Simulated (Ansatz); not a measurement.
```xyz
7

C     1.9361   -0.2948   -1.6691
Ga    1.1306    0.3056   -3.2896
Si    1.7914   -1.9874   -1.0499
H     0.9586   -2.8393   -1.9804
H     1.1338   -2.2069    0.3075
H     3.0660   -2.8046   -0.8748
H     2.5254    0.4187   -1.0666
```

Geometry: B3LYP-D3(BJ)/def2-SVPD.

The calculation used isolated molecule in a Gaussian basis; Kohn-Sham density functional theory, functional PBE0 (Ansatz).

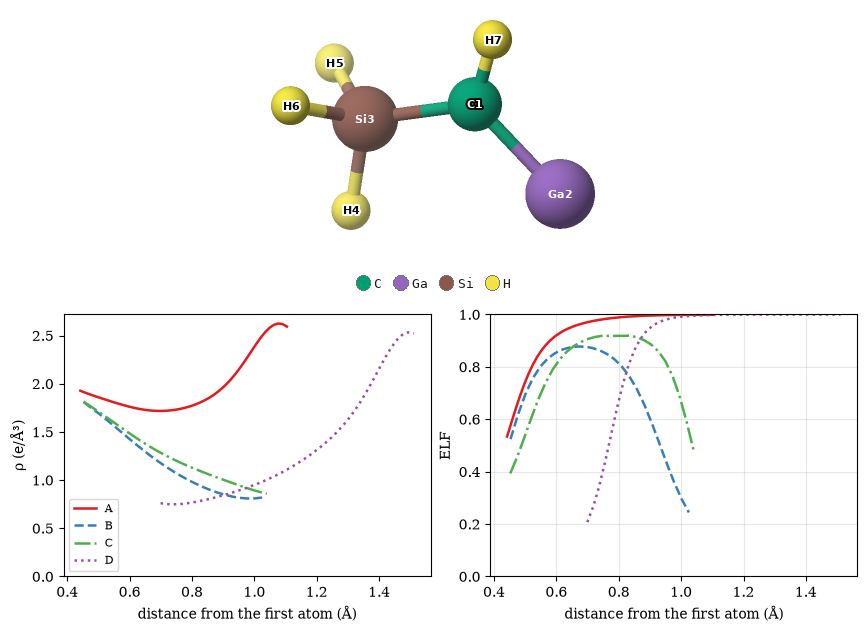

CH4GaSi (SMILES [SiH3][CH-][Ga]) (charge −1). Electron density and ELF along straight lines between neighbouring atoms. The curves leave out the atomic cores. The structure is drawn too.

> Which curve belongs to which contact (C–Ga, C–H, C–Si and Si–H)? The first atom named is at distance zero.

Curve A: C–H (1.10 Å): ρ is about 1.8 e/Å³ halfway; the ELF climbs to about 1 towards the hydrogen, as it does in any bond to H; an ordinary covalent bond to hydrogen. Curve B: C–Ga (1.91 Å): the density is about 0.82 e/Å³ at the midpoint; the ELF peaks at about 0.90 in the valence shell of C, 0.7 Å from its nucleus, and is about 0.45 at the midpoint. Curve C: C–Si (1.81 Å): ρ is about 1 e/Å³ halfway; the ELF peaks at about 0.90 between the atoms (a covalent bond). Curve D: Si–H (1.51 Å): ρ is about 0.75 e/Å³ halfway; the ELF climbs to about 1 towards the hydrogen.
